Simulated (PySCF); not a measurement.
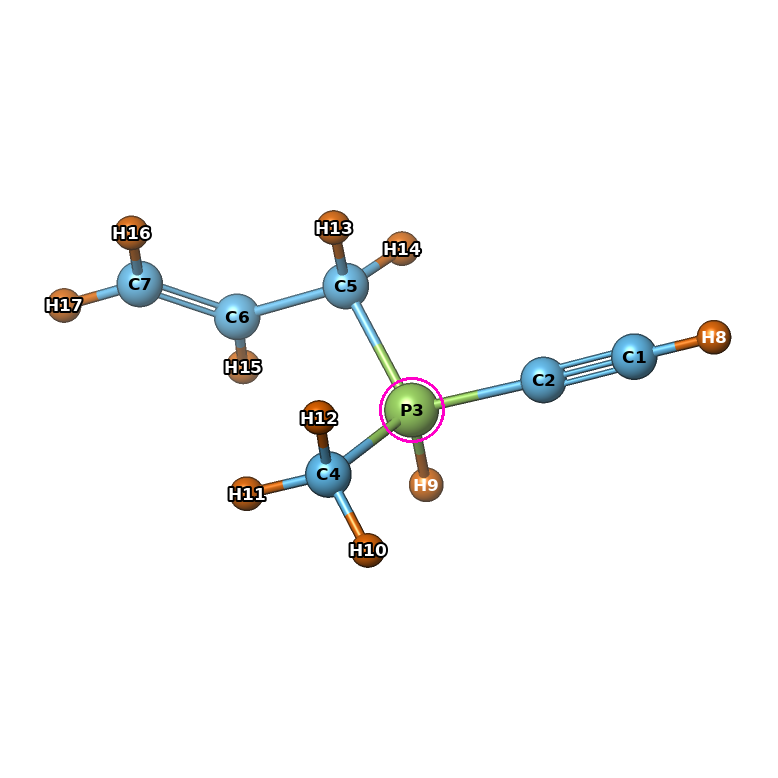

Atoms fade into the background with distance from the viewer. Circles mark the stereogenic atoms. State: charge +1, singlet. The geometry was computed by an optimisation with GFN2-xTB. No frequency run is at hand to confirm it as a minimum.

Assign CIP descriptors.

P3: S (priorities C2 > C5 > C4 > H9).

Write the isomeric SMILES.

C#C[P@@H+](C)CC=C
